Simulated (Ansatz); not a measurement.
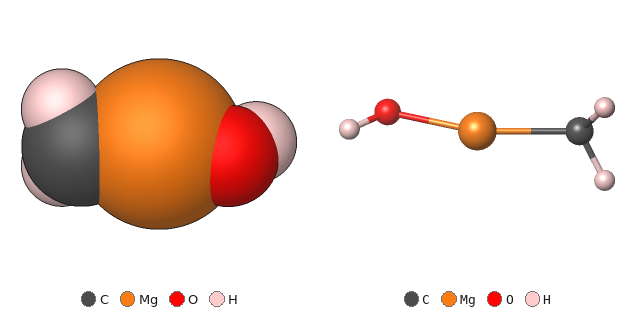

Both panels show the same species.

The species has charge −1 and is a spin singlet. The computed structure is the end point of a PBE-D4/def2-SVPD optimisation. No frequency run is at hand to confirm it as a minimum.

Description:

Formula CH3MgO(-). Coordination, clear cases only: 1 O bent.
